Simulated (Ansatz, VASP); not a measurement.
# AsPb: VASP beside Ansatz

Wanted: the spread between two codes on one cell, functional and k mesh. The cell is invented: As first built, before any earlier steps moved the atoms (in the runner's words): it takes the GeAs structure with some of its atoms replaced by other elements, volume scaled by an estimate. It may not be a known or stable phase. The cell is taken from a series of VASP runs on this material, whose earlier steps may have relaxed, scaled or displaced it; both programs get it as it stands. Valence electrons are named where the data sets of a main pair hold unlike numbers.

Main program and level: Ansatz 0.2.0; plane waves, with VASP 6.6.1 beside it; band structure at PBE, band structure at PBEsol and band structure at r2SCAN, spin-orbit coupling.

### 1. Set-up

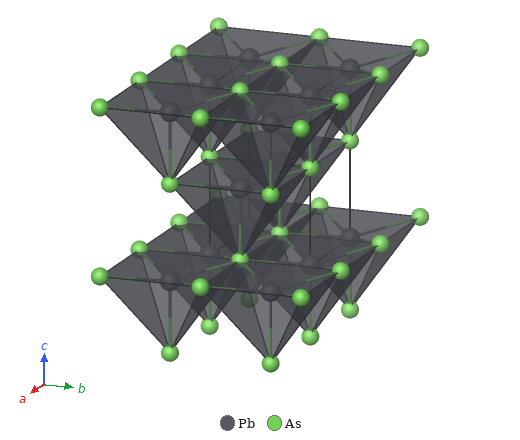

The cell as given, slightly off an axis (lead dark grey, arsenic green). 2×1×1 cells are drawn. This picture shows the conventional cell, with its axes. Some periodic images of atoms are drawn too.

### 2. Ansatz: band structure, PBE

Ansatz runs on its default PAW (the set named soft_2) files.

With cell and atoms fixed, the geometry can't cause a difference; cores, projectors, grids and the points listed under the comparison can.

The input, input.yaml:

```yaml
crystal:
  lattice:
    - [-2.065730946, 2.065730946, 3.3498724957]
    - [2.065730946, -2.065730946, 3.3498724957]
    - [2.065730946, 2.065730946, -3.3498724957]
  atoms:
    - { symbol: Pb, position: [0.0052393533, 0.0052393533, 0.0] }
    - { symbol: As, position: [0.5807606467, 0.5807606467, 0.0] }
hamiltonian:
  xc: pbe
  pseudopotentials: { kind: paw }
kpoints:
  mp_grid: { grid: [5, 5, 5] }
  band_path:
    path:
      - [0.0, 0.0, 0.0]
      - [0.0, 0.0, 0.2]
      - [0.0, 0.0, 0.4]
      - [-0.02535, 0.02535, 0.5]
      - [-0.10141, 0.10141, 0.5]
      - [-0.17746, 0.17746, 0.5]
      - [-0.23145, 0.23145, 0.45868]
      - [-0.29342, 0.29342, 0.39671]
      - [-0.34507, 0.34507, 0.34507]
      - [-0.20704, 0.20704, 0.20704]
      - [-0.06901, 0.06901, 0.06901]
      - [0.06667, 0.06667, -0.06667]
      - [0.26667, 0.26667, -0.26667]
      - [0.46667, 0.46667, -0.46667]
      - [0.45868, 0.54132, -0.45868]
      - [0.39671, 0.60329, -0.39671]
      - [0.34507, 0.65493, -0.34507]
      - [0.20704, 0.59296, -0.20704]
      - [0.06901, 0.53099, -0.06901]
      - [0.03333, 0.46667, 0.03333]
      - [0.13333, 0.36667, 0.13333]
      - [0.23333, 0.26667, 0.23333]
      - [0.31667, 0.31667, 0.13263]
      - [0.41667, 0.41667, -0.04342]
      - [0.5, 0.5, -0.19013]
      - [0.5, 0.5, -0.31408]
      - [0.5, 0.5, -0.43803]
      - [0.03333, 0.03333, 0.46667]
      - [0.13333, 0.13333, 0.36667]
      - [0.25, 0.25, 0.25]
    npoints: 1
scf:
  occupations: { method: gaussian, width: 0.02 }
  n_extra_bands: 7
output:
  forces: true
  stress: true
  eigenvalues: true
```

Started as:

```
> ansatz run input.yaml --threads 2 --pin off --max-ram 4608MiB --backend cpu --events-out ev --progress --plain --runs-dir out
```

Numbers of over 12 decimals in the logs are rounded to 6 here.

The log of the run:

```text
scf.n_extra_bands = 7 over 15 filled bands (N_el = 29.0): the run solves 22 bands
Engine: ansatz 0.2.0, aarch64-unknown-linux-gnu
Pseudopotentials: kind: paw
Pseudopotential: Pb, paw, valence charge 14, recommended cutoff 420 eV (normal), Pb.paw.azcp
Pseudopotential: As, paw, valence charge 15, recommended cutoff 420 eV (normal), As.paw.azcp
Functional definition: PBE
  parameter kappa = 0.804
  parameter beta = 0.066725
  exchange = pbe_x(kappa = kappa, mu = beta*pi^2/3)
  correlation = pbe_c(beta = beta)
Crystal: 2 atoms, lattice volume = 57.179 Å³
Basis set: ecut = 420 eV, 1111 PW (Γ), exchange–correlation on 60×60×60 points (8 copies of the dense FFT grid, shifted against one another)
Bands: 22, of which v1, the nominal top of the filled ones, is band 15 counted from 1 (14 counted from 0)
Symmetry: 8 space group operations
Space group: I4mm (ITA 107), of the structure as read, at distance tolerance 3.9e-5 Å
k-points: 18 of 125 (time reversal used)
Non-local potential: Pb, projectors of the file, l = 0: 2, l = 1: 2, l = 2: 2, l = 3: 2
Non-local potential: As, projectors of the file, l = 0: 2, l = 1: 2, l = 2: 3, l = 3: 1
PAW form: soft (Blöchl's): semilocal exchange-correlation on the pseudo side does not see the compensation charge
PAW one-centre angular grid: Pb, 590 points (default); XC on 64 Gauss nodes
PAW one-centre angular grid: As, 590 points (default); XC on 64 Gauss nodes
Initial density: superposition of atomic densities (neutral atoms: chi_scale 0, normalization atom), corrected by the library's trained network
Initial wavefunctions: pseudopotential atomic-orbital guess
Functional: x = pbe(κ = 0.804, μ = 0.219515), c = pbe(β = 0.066725)
SCF iter   1: F=—  HF=-16762.362602 eV  |F-HF|=—  |Δ(HF+E_count)|=         —  Δρ=2.03e-3  dr2=3.83e-3  ethr=1.77e-3  ⟨swp⟩=6.4  Hψ=1978  notcnv=0
preconditioner: auto → none  [insulator: Δε(μ)=0.051 eV  Ē_g=17.895 eV  σ=0.020 eV  W_gap=0.69  n_scr=14 (ndim 8)  ℏωp=21.4 eV  f_vac=0.008  D(μ)=3.23/eV (n_scr^D=34)  ε∞_Penn≈2.4]
SCF iter   2: F=—  HF=-16762.360910 eV  |F-HF|=—  |Δ(HF+E_count)|=   1.69e-3  Δρ=7.90e-4  dr2=4.61e-4  ethr=1.32e-5  ⟨swp⟩=2.3  Hψ=789  notcnv=0  defer=55
SCF iter   3: F=—  HF=-16762.360837 eV  |F-HF|=—  |Δ(HF+E_count)|=   7.30e-5  Δρ=2.81e-4  dr2=5.11e-5  ethr=1.59e-6  ⟨swp⟩=2.3  Hψ=541  notcnv=0  defer=55
SCF iter   4: F=—  HF=-16762.360835 eV  |F-HF|=—  |Δ(HF+E_count)|=   2.21e-6  Δρ=8.91e-5  dr2=3.65e-6  ethr=1.76e-7  ⟨swp⟩=2.3  Hψ=597  notcnv=0  defer=55
iter 5 did not close the SCF: its close was put off for the readings that it lacked (scf_convergence_deferred on its scf_iter line)
SCF iter   5: F=-16762.360836 eV  HF=-16762.360836 eV  |F-HF|=1.35e-7  |Δ(HF+E_count)|=   1.78e-6  Δρ=1.90e-5  dr2=8.34e-8  ethr=1.26e-8  ⟨swp⟩=2.1  Hψ=501  notcnv=0  defer=55
SCF iter   6: F=-16762.360836 eV  HF=-16762.360836 eV  |F-HF|=1.38e-8  |Δ(HF+E_count)|=   1.66e-7  Δρ=5.25e-6  dr2=6.86e-9  ethr=2.88e-10  ⟨swp⟩=6.6  Hψ=1855  notcnv=0
SCF 1 converged in 6 iterations: F = -16762.360836 eV  dr2 = 6.86e-9
  greatest PAW one-centre occupation: 0.999 electrons in one spin orbital (limit 2), on the As atom at site 1 (counted from 0), in its partial waves of l = 2
NSCF: frozen V_eff on 30 k-points
SCF converged after 6 iterations
Free energy (F): -16762.360836 eV
Harris-Foulkes:  -16762.360836 eV  (|F-HF|=1.38e-8)
Internal energy: -16762.360195 eV  (E = F + TS)
E sigma→0 (E₀):  -16762.360516 eV
Entropy (-TS):   -0.000641 eV (-0.321 meV/atom)
Fermi energy:    8.724717 eV
--- Per-component energies (eV) ---
  E_band       = -306.656203
  E_kinetic    = 391.059204
  E_local      = -2953.740887  (includes V_loc(G=0)·N_el)
  E_nonlocal   = -320.678221
  E_hartree    = 1445.685373
  E_xc         = -298.847595
  E_vxc        = -210.291152  (∫ρ·V_xc dr)
  E_paw        = -12241.817944  (= ΣΔE_a)
  E_vpaw       = -104.377068  (= ΣTr[D̂ρ^β])
  E_aug_tail   = 0.000059  (compensation charges beyond the density's cutoff)
  E_ewald      = -2784.020184
  E_smearing   = -0.000641  (= −TS)
  E_closure    = -0.000000  (closes the sum)
  Σ components = -16762.360836   (vs F -16762.360836, Δ=0.00e0)
--- Forces (eV/Å), atoms counted from 1 ---
  atom   1  Pb     0.00000000    -0.00000000     0.08084748
  atom   2  As    -0.00000000    -0.00000000    -0.08082708
  max |Σ_I F_I| component: 2.04e-5 eV/Å
--- Stress (GPa, compression-positive) ---
        0.211935       0.000000      -0.000000
        0.000000       0.211935      -0.000000
       -0.000000      -0.000000      -0.728563
  P = ⅓ Tr σ = -0.1016 GPa (-1.016 kbar)
--- Band table (eV; the first three rows and the last of 18) ---
  k-point 0: bands = [... 11 lower, 4.3092, 7.9563, 7.9563, 8.5533, 12.3463, 13.8256, 13.8256, 15.0640, ... 3 higher]
  k-point 1: bands = [... 11 lower, 2.8318, 7.0780, 7.6537, 9.6826, 11.6408, 12.8210, 12.9029, 15.8365, ... 3 higher]
  k-point 2: bands = [... 11 lower, 1.8381, 5.1420, 5.9991, 7.2846, 11.8554, 13.8418, 15.9770, 17.3671, ... 3 higher]
  k-point 17: bands = [... 11 lower, 1.1628, 5.0438, 7.1011, 7.9030, 13.6378, 14.5250, 15.0342, 15.4797, ... 3 higher]
```

It took 4.1 s on 2 threads of Arm Neoverse N1, shared host; peak memory 0.32 GiB.

### 3. VASP: band structure, PBE

The same cell, functional, mesh and smearing now go to VASP, with its own data sets.

Lines of VASP's logs that name or quote its potential files are left out, and so is its time.

The input, INCAR:

```
SYSTEM = AsPb
PREC = Accurate
ENCUT = 400
EDIFF = 1E-06
NELM = 100
ISMEAR = 0
SIGMA = 0.02
LREAL = .FALSE.
ALGO = Normal
GGA = PE
LORBIT = 11
LWAVE = .FALSE.
LCHARG = .FALSE.
KPAR = 4
```

The input, POSCAR:

```
AsPb
1.0
   -2.0657309460      2.0657309460      3.3498724957
    2.0657309460     -2.0657309460      3.3498724957
    2.0657309460      2.0657309460     -3.3498724957
Pb As
1 1
Direct
    0.0052393533      0.0052393533      0.0000000000
    0.5807606467      0.5807606467      0.0000000000
```

The input, KPOINTS:

```
Automatic mesh
0
Gamma
5 5 5
0 0 0
```

The input, KPOINTS_OPT:

```
Line mode
16
Line-mode
Reciprocal
  0.00000000   0.00000000   0.00000000 GAMMA
  0.00000000   0.00000000   0.50000000 X

  0.00000000   0.00000000   0.50000000 X
 -0.19013452   0.19013452   0.50000000 Y

 -0.19013452   0.19013452   0.50000000 Y
 -0.34506726   0.34506726   0.34506726 S

 -0.34506726   0.34506726   0.34506726 S
  0.00000000   0.00000000   0.00000000 GAMMA

  0.00000000   0.00000000   0.00000000 GAMMA
  0.50000000   0.50000000  -0.50000000 Z

  0.50000000   0.50000000  -0.50000000 Z
  0.34506726   0.65493274  -0.34506726 S1

  0.34506726   0.65493274  -0.34506726 S1
  0.00000000   0.50000000   0.00000000 N

  0.00000000   0.50000000   0.00000000 N
  0.25000000   0.25000000   0.25000000 P

  0.25000000   0.25000000   0.25000000 P
  0.50000000   0.50000000  -0.19013452 Y1

  0.50000000   0.50000000  -0.19013452 Y1
  0.50000000   0.50000000  -0.50000000 Z

  0.00000000   0.00000000   0.50000000 X
  0.25000000   0.25000000   0.25000000 P
```

The projector-augmented-wave data sets are Pb_d and As (PBE family, release 64).

Started as:

```
> mpirun -np 4 vasp_std
```

The log of the run:

```text
[banner, memory and clock lines left out]
running    4 mpi-ranks, on    1 nodes
 distrk:  each k-point on    1 cores,    4 groups
 distr:  one band on    1 cores,    1 groups

 POSCAR found type information on POSCAR PbAs
 POSCAR found :  2 types and       2 ions
 LDA part: xc-table for (Slater+PW92), standard interpolation
 POSCAR, INCAR and KPOINTS ok, starting setup
 FFT: planning ... GRIDC
 FFT: planning ... GRID_SOFT
 FFT: planning ... GRID
 WAVECAR not read
 entering main loop
       N       E                     dE             d eps       ncg     rms          rms(c)
DAV:   1     0.130633285045E+03    0.13063E+03   -0.75696E+03   468   0.117E+03
DAV:   2     0.534910935966E+00   -0.13010E+03   -0.12653E+03   493   0.321E+02
DAV:   3    -0.792859308082E+01   -0.84635E+01   -0.83375E+01   593   0.912E+01
DAV:   4    -0.814960007198E+01   -0.22101E+00   -0.21450E+00   541   0.173E+01
DAV:   5    -0.815669780801E+01   -0.70977E-02   -0.70975E-02   604   0.288E+00    0.189E+00
DAV:   6    -0.805003790064E+01    0.10666E+00   -0.25986E-01   663   0.555E+00    0.108E+00
DAV:   7    -0.804633203517E+01    0.37059E-02   -0.58772E-02   596   0.187E+00    0.428E-01
DAV:   8    -0.804727443680E+01   -0.94240E-03   -0.58572E-03   518   0.953E-01    0.617E-02
DAV:   9    -0.804735053894E+01   -0.76102E-04   -0.57790E-04   606   0.303E-01    0.445E-02
DAV:  10    -0.804735902600E+01   -0.84871E-05   -0.68402E-05   543   0.737E-02    0.216E-02
DAV:  11    -0.804736027697E+01   -0.12510E-05   -0.33113E-05   583   0.648E-02    0.505E-03
DAV:  12    -0.804735963745E+01    0.63952E-06   -0.26583E-06   533   0.120E-02
   1 F= -.80473596E+01 E0= -.80470389E+01  d E =-.641421E-03
 Start KPOINTS_OPT (optional k-point list driver)
k-point batch [1-18\176]
       N       E                     dE             ncg
DAV:   1     0.398247150224E+03   -0.54767E+04      468
DAV:   2    -0.198303604929E+04   -0.23813E+04      483
DAV:   3    -0.213896327413E+04   -0.15593E+03      623
DAV:   4    -0.214231791928E+04   -0.33546E+01      539
DAV:   5    -0.214243352784E+04   -0.11561E+00      630
DAV:   6    -0.214243974080E+04   -0.62130E-02      665
DAV:   7    -0.214243977817E+04   -0.37375E-04      627
DAV:   8    -0.214243977866E+04   -0.49191E-06      394
[...]
k-point batch [163-176\176]
       N       E                     dE             ncg
DAV:   1     0.217032395705E+04   -0.80889E+04      372
DAV:   2     0.462162840871E+03   -0.17082E+04      389
DAV:   3     0.356445681161E+03   -0.10572E+03      444
DAV:   4     0.354076159641E+03   -0.23695E+01      437
DAV:   5     0.353984568667E+03   -0.91591E-01      455
DAV:   6     0.353977924940E+03   -0.66437E-02      515
DAV:   7     0.353977889172E+03   -0.35769E-04      470
DAV:   8     0.353977888653E+03   -0.51857E-06      277
```

OUTCAR, selected parts (step 3):

```text
ion  position               nearest neighbor table
   1  0.005  0.005  0.000-   2 2.84   2 2.96   2 2.96   2 2.96   2 2.96
   2  0.581  0.581  0.000-   1 2.84   1 2.96   1 2.96   1 2.96   1 2.96

  LATTYP: Found a body centered tetragonal cell.
 ALAT       =     4.1314618920
 C/A-ratio  =     1.6216402732

 Subroutine GETGRP returns: Found  8 space group operations
 (whereof  8 operations were pure point group operations)

The static configuration has the point symmetry C_4v.

 Found     18 irreducible k-points:

   k-points           NKPTS =     18   k-points in BZ     NKDIM =     18   number of bands    NBANDS=     13

   dimension x,y,z NGX =    30 NGY =   30 NGZ =   30
   dimension x,y,z NGXF=    60 NGYF=   60 NGZF=   60

   ENCUT  =  400.0 eV  29.40 Ry    5.42 a.u.   7.25  7.25  7.25*2*pi/ulx,y,z

   NELECT =      19.0000    total number of electrons

 k-points in reciprocal lattice and weights: Automatic mesh
   0.00000000  0.00000000  0.00000000       0.008
   0.20000000 -0.00000000  0.00000000       0.064
   0.40000000  0.00000000  0.00000000       0.064
   0.20000000  0.20000000  0.00000000       0.064
   0.40000000  0.20000000  0.00000000       0.128
  -0.40000000  0.20000000  0.00000000       0.128
  -0.20000000  0.20000000  0.00000000       0.032
   0.40000000  0.40000000  0.00000000       0.064
  -0.40000000  0.40000000  0.00000000       0.032
[...]
-0.40000000  0.40000000  0.40000000       0.032
  -0.40000000 -0.40000000  0.40000000       0.016

 average (electrostatic) potential at core
       1 -92.2298       2 -49.4784

 E-fermi :   4.7818

 k-point     1 :       0.0000    0.0000    0.0000
  band No.  band energies     occupation
    ...
      6      -7.3743      2.00000
      7       0.3578      2.00000
      8       4.0135      2.00000
      9       4.0135      2.00000
     10       4.6106      2.00000
     11       8.3984      0.00000
     12       9.8742      0.00000
     13       9.8742      0.00000

 k-point     2 :       0.2000   -0.0000    0.0000
  band No.  band energies     occupation
    ...
      5     -11.6593      2.00000
      6      -6.9637      2.00000
      7      -0.9838      2.00000
      8       4.1499      2.00000
      9       4.2333      2.00000
     10       4.8356      0.00014
     11       7.4741      0.00000
     12       9.0920      0.00000
     13       9.2460      0.00000

 k-point     3 :       0.4000    0.0000    0.0000
  band No.  band energies     occupation
    ...
      5     -11.6462      2.00000
      6      -5.8940      2.00000
      7      -3.0703      2.00000
      8       3.7202      2.00000
      9       4.7748      1.37486
     10       5.2018      0.00000
     11       6.9805      0.00000
     12       7.6055      0.00000
     13       8.0120      0.00000

  Total        0.0672104      0.0672104     -0.2614304      0.0000000      0.0000000      0.0000000
  in kB        1.8832653      1.8832653     -7.3253937      0.0000000      0.0000000      0.0000000
  external PRESSURE =      -1.1862877 kB  Pullay stress =       0.0000000 kB

  energy-cutoff  :      400.00
  volume of cell :       57.18
      direct lattice vectors                 reciprocal lattice vectors
    -2.065730946  2.065730946  3.349872496     0.000000000  0.242045074  0.149259412
     2.065730946 -2.065730946  3.349872496     0.242045074  0.000000000  0.149259412
     2.065730946  2.065730946 -3.349872496     0.242045074  0.242045074  0.000000000

 POSITION                                       TOTAL-FORCE (eV/Angst)
 -----------------------------------------------------------------------------------
      0.00000      0.00000      0.03510        -0.000000     -0.000000      0.086338
      0.00000      0.00000      3.89095         0.000000      0.000000     -0.086338
 -----------------------------------------------------------------------------------
    total drift:                               -0.000001     -0.000001      0.000158

  FREE ENERGIE OF THE ION-ELECTRON SYSTEM (eV)
  ---------------------------------------------------
  free  energy   TOTEN  =        -8.0473596375 eV

  energy  without entropy=       -8.0467182167  energy(sigma->0) =       -8.04703893

 total charge
# of ion       s       p       d       tot
------------------------------------------
    1        1.355   0.748   9.831  11.935
    2        1.271   1.403   0.021   2.695
--------------------------------------------------
tot          2.627   2.151   9.852  14.630

[... 3 further parts left out ...]
```

This run has no spin polarisation. Its electron count is odd, so without a moment it is a metal by construction. The k-mesh is coarse for a metal. Spin-orbit coupling is off here; with elements this heavy it splits and shifts levels by tenths of an eV or more.

### 4. Side by side

Known differences besides the potentials themselves: the data sets hold 29 valence electrons in Ansatz (on its default PAW (the set named soft_2) files) and 19 in VASP; the cutoff is 420 eV in Ansatz and 400 eV in VASP; VASP leaves aspherical gradient terms in its spheres out (LASPH is not set), Ansatz keeps them. Total energies have different zeros and are not compared.

Both answers:

```csv
quantity,Ansatz,VASP,difference
pressure (GPa),-0.10,-0.12,+0.02
```

Forces (eV/Å; atoms numbered as in POSCAR):

```csv
atom,"Ansatz x, y, z","VASP x, y, z"
Pb1,"0.000, 0.000, 0.081","0.000, 0.000, 0.086"
As2,"0.000, 0.000, -0.081","0.000, 0.000, -0.086"
```

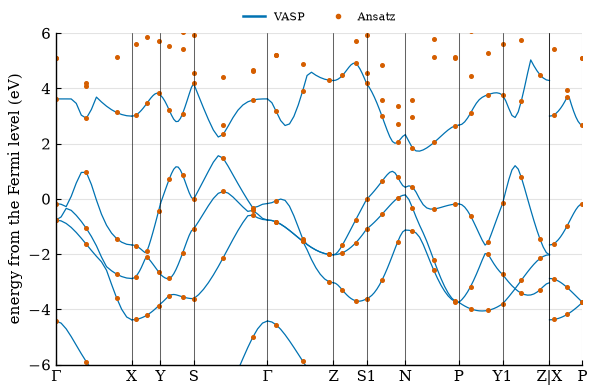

Bands from VASP (lines) and levels from Ansatz (dots). Dots without a line are higher empty bands that the VASP plot leaves out.

The forces differ by 3.2 meV/Å r.m.s., which is 6.4 % of the r.m.s. force of 0.050 eV/Å (both taken over all components). Levels from 3 eV below to 2 eV above the Fermi level differ by 2 meV r.m.s. and 7 meV at most; each VASP level is matched to the nearest of Ansatz, which flatters the figure a little. Ansatz's pressure holds a Pulay correction of 0.02 GPa; VASP's holds none.

(Continued in part 2 of 2.)

[Lines on the potential files, build, host, timing and source positions are cut from VASP's logs without a mark.]

[Logs are printed without paths, hosts, clocks, repeated set-up lines and the standing remarks that a program may print on its own settings, such as how far it seeks lower states.]

[Hosts, paths, dates, database ids (printed as entryN), source tags and the programs' standing remarks are cut or masked in the printed files.]
